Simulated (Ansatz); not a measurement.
System: CH$_{8}$ClFSi$_{3}$ (SMILES C[SiH]([SiH3])[SiH](F)Cl).

Input file:

```
crystal:
  periodic: [false, false, false]
  atoms:
    - { symbol: C, position_ang: [-0.0482, -1.9473, 0.266] }
    - { symbol: Si, position_ang: [0.4304, -0.1561, 0.4923] }
    - { symbol: Si, position_ang: [1.2741, 0.6911, -1.4647] }
    - { symbol: Si, position_ang: [-1.299, 1.2118, 0.8504] }
    - { symbol: F, position_ang: [-2.4192, 1.0597, -0.3695] }
    - { symbol: Cl, position_ang: [-2.3148, 0.6934, 2.5965] }
    - { symbol: H, position_ang: [0.7826, -2.5441, 0.0186] }
    - { symbol: H, position_ang: [-0.7845, -1.9848, -0.5655] }
    - { symbol: H, position_ang: [-0.5573, -2.2856, 1.2033] }
    - { symbol: H, position_ang: [1.4341, -0.0652, 1.6255] }
    - { symbol: H, position_ang: [1.6473, 2.1226, -1.2508] }
    - { symbol: H, position_ang: [2.5552, -0.0508, -1.8057] }
    - { symbol: H, position_ang: [0.2777, 0.5908, -2.5746] }
    - { symbol: H, position_ang: [-0.9914, 2.6354, 1.007] }
basis:
  gaussian: { orbitals: def2-SVP }
hamiltonian:
  xc: pbe
relax:
  f_tol: 0.015
  max_steps: 40
output:
  orbitals: {}
```

Command:

```sh
ansatz run input.yaml --threads 2 --pin off --max-ram 3072MiB --backend cpu --events-out ev --progress --plain --runs-dir out
```

The fields are those of the relaxed geometry.

These are results of RKS PBE/def2-SVP (Ansatz 0.2.0), not measurements.

What will maps of the electron density and electron localisation function show?

C–Si (1.90 Å): ρ is about 0.89 e/Å³ halfway; the ELF peaks at about 0.95 between the atoms: localised, covalent bonding.
Si–Si (2.36 Å): the density is about 0.61 e/Å³ at the midpoint; the ELF peaks at about 1 between the atoms; a covalent bond.
C–H (1.11 Å): the density is about 1.8 e/Å³ at the midpoint; the ELF climbs to about 1 towards the hydrogen, as it does in any bond to H; an ordinary covalent bond to hydrogen.
Si–H (1.51 Å): the density is about 0.73 e/Å³ at the midpoint; the ELF climbs to about 1 towards the hydrogen.

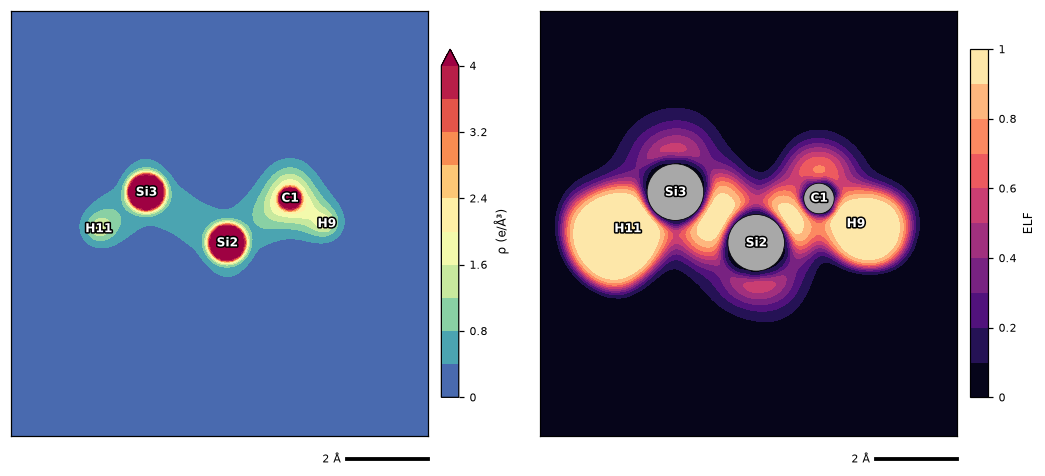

Computed electron density and electron localisation function on the plane of atoms C1, Si2 and Si3, in this order. Grey discs cover the atomic cores in the ELF map. 
